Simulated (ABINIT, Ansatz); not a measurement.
# A GW chain in ABINIT: ScHO2 (R-3m)

How does a plane-wave GW calculation on ScHO2 (R-3m) run from the first input to the gap?

Program: ABINIT 10.8.3. Level of theory: PBEsol and many-body steps on it, plane waves. Results are calculated unless marked as measured.

## (1) The structure

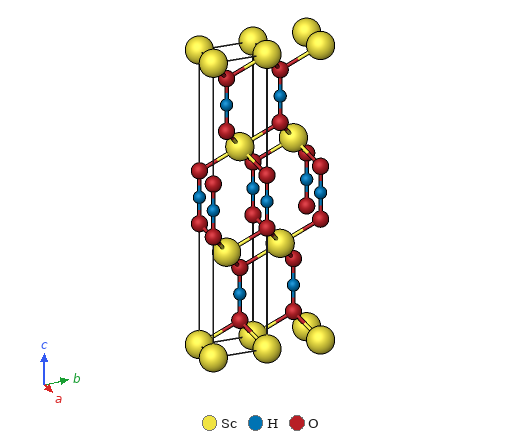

Start, viewed slightly off an axis; scandium yellow, hydrogen blue, oxygen red. 1×2×1 cells are drawn. This picture shows the conventional cell, with its axes. Bonds to atoms that aren't drawn are left out. Some periodic images of atoms are drawn too.

The cell and positions are those that the Materials Project relaxed with its own functionals (PBE, PBE+U or r2SCAN), kept fixed.

## (2) Ground state

This step: ABINIT 10.8.3; DFT, PBEsol, plane waves, norm-conserving pseudopotentials.

The ground-state density comes first.

Contents of run.abi:

```
acell 3*1.0 Angstrom
rprim 
  1.616589043500 0.933338119408 4.530924155205
  -1.616589043500 0.933338119408 4.530924155205
  0.000000000000 -1.866676238893 4.530924155189
ntypat 3
znucl 21 1 8
natom 4
typat 1 2 3 3
xred 
  0.000000000000 0.000000000000 0.000000000000
  0.500000000000 0.500000000000 0.500000000000
  0.589701000000 0.589701000000 0.589701000000
  0.410299000000 0.410299000000 0.410299000000
pp_dirpath "pseudos"
pseudos "Sc.upf, H.upf, O.upf"
ecut 36
ngkpt 8 8 8
nshiftk 1
shiftk 0 0 0
kptopt 1
chksymbreak 0
nband 18
occopt 1
tolvrs 1e-10
nstep 60
prtwf 0
optforces 0
optstress 0
indata_prefix "in"
outdata_prefix "out"
tmpdata_prefix "tmp"
```

Started as:

```sh
$ OMP_NUM_THREADS=1 mpirun -n 4 abinit run.abi > log
```

Numbers of over 12 decimals in the logs are rounded to 6 here.

Log:

```text
.Version 10.8.3 of ABINIT. v10.8.2 released Aug 2026.

 Symmetries : space group R-3 m (#166); Bravais hR (rhombohedral)
================================================================================
 Values of the parameters that define the memory need of the present run
     intxc =       0    ionmov =       0      iscf =       7    lmnmax =       6
     lnmax =       6     mgfft =      50  mpssoang =       3    mqgrid =    3001
     natom =       4  nloc_mem =       1    nspden =       1   nspinor =       1
    nsppol =       1      nsym =      12    n1xccc =    2501    ntypat =       3
    occopt =       1   xclevel =       2
-    mband =          18        mffmem =           1         mkmem =          17
       mpw =        2872          nfft =      125000          nkpt =          65
================================================================================
  Rough estimation (10% accuracy) of disk space for files :
================================================================================

--------------------------------------------------------------------------------
------------- Echo of variables that govern the present computation ------------
--------------------------------------------------------------------------------
 -outvars: echo values of preprocessed input variables --------
            acell      1.8897261259E+00  1.8897261259E+00  1.8897261259E+00 Bohr

      chksymbreak           0
             ecut      3.60000000E+01 Hartree
-          fftalg         312

              ixc     -116133
              kpt      0.00000000E+00  0.00000000E+00  0.00000000E+00
                       1.25000000E-01  0.00000000E+00  0.00000000E+00
                       2.50000000E-01  0.00000000E+00  0.00000000E+00
                       3.75000000E-01  0.00000000E+00  0.00000000E+00
                       5.00000000E-01  0.00000000E+00  0.00000000E+00
                       1.25000000E-01  1.25000000E-01  0.00000000E+00
                       2.50000000E-01  1.25000000E-01  0.00000000E+00
                       3.75000000E-01  1.25000000E-01  0.00000000E+00
                       5.00000000E-01  1.25000000E-01  0.00000000E+00
   [... 39 further rows ...]
                       5.00000000E-01  2.50000000E-01  2.50000000E-01
                      -3.75000000E-01  2.50000000E-01  2.50000000E-01
                       outvar_i_n : Printing only first  50 k-points.
         kptrlatt        8    0    0      0    8    0      0    0    8
          kptrlen      4.88785688E+01
P           mkmem          17
            natom           4
            nband          18
            ngfft          50      50      50
             nkpt          65
            nstep          60
             nsym          12
           ntypat           3
              occ      2.000000  2.000000  2.000000  2.000000  2.000000  2.000000
                       2.000000  2.000000  2.000000  2.000000  2.000000  2.000000
                       0.000000  0.000000  0.000000  0.000000  0.000000  0.000000
        optforces           0
        optstress           0
            prtwf           0
            rprim      1.6165890435E+00  9.3333811941E-01  4.5309241552E+00
[...]
spgroup         166

           tolvrs      1.00000000E-10

             xred      0.0000000000E+00  0.0000000000E+00  0.0000000000E+00
[...]
znucl       21.00000    1.00000    8.00000

================================================================================

 chkinp: Checking input parameters for consistency.

================================================================================
== DATASET  1 ==================================================================
-   mpi_nproc: 4, omp_nthreads: 1 (-1 if OMP is not activated)

--- !DatasetInfo
iteration_state: {dtset: 1, }
dimensions: {natom: 4, nkpt: 65, mband: 18, nsppol: 1, nspinor: 1, nspden: 1, mpw: 2872, }
cutoff_energies: {ecut:  36.0, pawecutdg:  -1.0, }
electrons: {nelect:   2.40000000E+01, charge:   0.00000000E+00, occopt:   1.00000000E+00, tsmear:   1.00000000E-02, }

 Real(R)+Recip(G) space primitive vectors, cartesian coordinates (Bohr,Bohr^-1):
 R(1)=  3.0549106  1.7637534  8.5622058  G(1)=  0.1636709  0.0944954  0.0389308
 R(2)= -3.0549106  1.7637534  8.5622058  G(2)= -0.1636709  0.0944954  0.0389308
 R(3)=  0.0000000 -3.5275069  8.5622058  G(3)=  0.0000000 -0.1889909  0.0389308
 Unit cell volume ucvol=  2.7680458E+02 bohr^3
 Angles (23,13,12)=  3.85242399E+01  3.85242399E+01  3.85242399E+01 degrees

 getcut: wavevector=  0.0000  0.0000  0.0000  ngfft=  50  50  50
         ecut(hartree)=     36.000   => boxcut(ratio)=   2.00017

--- Pseudopotential description ------------------------------------------------
- Sc Generated using ONCVPSP code by D. R. Hamann
- 21.00000  11.00000  180301                  znucl, zion, pspdat
12 -116133 2 -1 1642                          pspcod,pspxc,lmax,lloc,mmax
     nproj     2     2     2
  pspatm : epsatm=   13.58981452
         --- l  ekb(1:nproj) -->
[...]
pspatm: atomic psp has been read  and splines computed

- H Generated using ONCVPSP code by D. R. Hamann
-  1.00000   1.00000  180301                  znucl, zion, pspdat
12 -116133 1 -1 1180                          pspcod,pspxc,lmax,lloc,mmax
     nproj     2     1     0
  pspatm : epsatm=    0.35585368
         --- l  ekb(1:nproj) -->
[...]
1   -0.494138
 pspatm: atomic psp has been read  and splines computed

- O Generated using ONCVPSP code by D. R. Hamann
-  8.00000   6.00000  180301                  znucl, zion, pspdat
12 -116133 2 -1 936                           pspcod,pspxc,lmax,lloc,mmax
     nproj     2     2     1
  pspatm : epsatm=    6.22910120
         --- l  ekb(1:nproj) -->
[...]
2   -1.335834
 pspatm: atomic psp has been read  and splines computed

   6.33692894E+02                                ecore*ucvol(ha*bohr**3)
--------------------------------------------------------------------------------

_setup2: Arith. and geom. avg. npw (full set) are    2855.119    2855.109

================================================================================

--- !BeginCycle
iteration_state: {dtset: 1, }
solver: {iscf: 7, nstep: 60, nline: 4, wfoptalg: 0, }
tolerances: {tolvrs: 1.00E-10, }

     iter   Etot(hartree)      deltaE(h)  residm     vres2
 ETOT  1  -81.814769089420    -8.181E+01 1.622E-01 1.680E+03
 ETOT  2  -81.218712788319     5.961E-01 9.207E-02 6.555E+03
 ETOT  3  -82.085824197362    -8.671E-01 1.966E-02 1.250E+02
 ETOT  4  -82.094482904836    -8.659E-03 1.933E-02 2.791E+01
 ETOT  5  -82.097242932075    -2.760E-03 3.470E-03 3.526E-01
 ETOT  6  -82.097288098101    -4.517E-05 2.160E-03 6.395E-02
 ETOT  7  -82.097293614041    -5.516E-06 2.858E-04 9.035E-04
 ETOT  8  -82.097293615867    -1.826E-09 2.310E-04 6.431E-04
 ETOT  9  -82.097293660199    -4.433E-08 2.932E-05 3.377E-05
 ETOT 10  -82.097293662797    -2.598E-09 3.204E-05 4.938E-07
 ETOT 11  -82.097293662831    -3.428E-11 9.422E-06 1.125E-09
 ETOT 12  -82.097293662829     1.521E-12 1.048E-05 2.890E-11

 At SCF step   12       vres2   =  2.89E-11 < tolvrs=  1.00E-10 =>converged.

--- !ResultsGS
iteration_state: {dtset: 1, }
comment   : Summary of ground state results
lattice_vectors:
- [  3.0549106,   1.7637534,   8.5622058, ]
- [ -3.0549106,   1.7637534,   8.5622058, ]
- [  0.0000000,  -3.5275069,   8.5622058, ]
lattice_lengths: [   9.26038,    9.26038,    9.26038, ]
lattice_angles: [ 38.524,  38.524,  38.524, ] # degrees, (23, 13, 12)
lattice_volume:   2.7680458E+02
convergence: {deltae:  1.521E-12, res2:  2.890E-11, residm:  1.048E-05, diffor:  0.000E+00, }
etotal    :  -8.20972937E+01
entropy   :   0.00000000E+00
fermie    :   1.17004614E-01
cartesian_stress_tensor: null
pressure_GPa: null
xred      :
- [  0.0000E+00,   0.0000E+00,   0.0000E+00, Sc]
- [  5.0000E-01,   5.0000E-01,   5.0000E-01,  H]
- [  5.8970E-01,   5.8970E-01,   5.8970E-01,  O]
- [  4.1030E-01,   4.1030E-01,   4.1030E-01,  O]
cartesian_forces: null
force_length_stats: {min: null, max: null, mean: null, }

 Integrated electronic density in atomic spheres:
 ------------------------------------------------
 Atom  Sphere_radius  Integrated_density
[...]
4        2.00000          6.30552395
================================================================================

 ----iterations are completed or convergence reached----

 Mean square residual over all n,k,spin=   19.207E-09; max=  10.480E-06
 reduced coordinates (array xred) for    4 atoms
       0.000000000000      0.000000000000      0.000000000000
       0.500000000000      0.500000000000      0.500000000000
       0.589701000000      0.589701000000      0.589701000000
       0.410299000000      0.410299000000      0.410299000000
 rms dE/dt=  0.0000E+00; max dE/dt=  0.0000E+00; dE/dt below (all hartree)
    1       0.000000000000      0.000000000000      0.000000000000
    2       0.000000000000      0.000000000000      0.000000000000
    3       0.000000000000      0.000000000000      0.000000000000
    4       0.000000000000      0.000000000000      0.000000000000

 cartesian coordinates (angstrom) at end:
    1      0.000000     0.000000     0.000000
    2      0.000000    -3.85e-11     6.796386
    3     -0.000000    -4.541e-11     8.015672
    4      0.000000    -3.159e-11     5.577101
 length scales=  1.889726125908  1.889726125908  1.889726125908 bohr
              =  1.000000000000  1.000000000000  1.000000000000 angstroms
 prteigrs : about to open file out_EIG
 Fermi (or HOMO) energy (hartree) =   0.11700   Average Vxc (hartree)=  -0.38400
 Eigenvalues (hartree) for nkpt=  65  k points:
 kpt#   1, nband= 18, wtk=  0.00195, kpt=  0.0000  0.0000  0.0000 (reduced coord)
  -1.61550   -0.83857   -0.82616   -0.82616   -0.52432   -0.44264   -0.11845    0.03473
   0.03473    0.09625    0.09625    0.11105    0.28680    0.29297    0.29297    0.33827
   0.40456    0.40456
 prteigrs : prtvol=0 or 1, do not print more k-points.

--- !EnergyTerms
iteration_state     : {dtset: 1, }
comment             : Components of total free energy in Hartree
kinetic             :  4.01055968014860E+01
hartree             :  2.20195739679705E+01
xc                  : -1.66616970168868E+01
Ewald energy        : -5.39326403422333E+01
psp_core            :  2.28931502056233E+00
local_psp           : -7.30676494057835E+01
non_local_psp       : -2.84979268794460E+00
total_energy        : -8.20972936628294E+01
total_energy_eV     : -2.23398116760898E+03
band_energy         : -9.76418659230957E+00

== END DATASET(S) ==============================================================
================================================================================

 -outvars: echo values of variables after computation  --------
           etotal     -8.2097293663E+01
            nband          18
             nkpt          65
          spgroup         166
 [... the other variables as echoed above ...]

 Calculation completed.
```

It took 51 s on 4 MPI ranks of Intel Xeon Platinum 8488C (Sapphire Rapids), shared host; peak memory 0.43 GiB.

Numbers from this step:

| Property | Result |
| --- | --- |
| total energy | -2233.9812 eV |
| gap | 3.958 eV |
| k of the valence top | -0.125, 0.125, 0 |
| k of the conduction bottom | 0.5, 0.5, 0 |
| least direct gap | 4.372 eV |

The gap is indirect, with the least direct gap 0.41 eV higher.

(Part 1 of 3 ends here.)

[Paths, hosts, dates, memory and timing lines, banners, echoed tables and standing remarks are left out of the program output.]

[Logs are printed without paths, hosts, clocks, repeated set-up lines and the standing remarks that a program may print on its own settings, such as how far it seeks lower states.]

[Runs of the session that timed out or met a known fault of the program may be left out.]

[Hosts, paths, dates, database ids (printed as entryN), source tags and the programs' standing remarks are cut or masked in the printed files.]

[G0W0 gaps are taken among the corrected bands and points alone; a level outside them can change the order at an edge.]

[Where Ansatz stands beside ABINIT at settings called matched, ABINIT's density can come from a denser mesh and the files from another edition; pairs whose starting gaps differed by over 0.03 eV were left out, so agreement reads better than it is.]
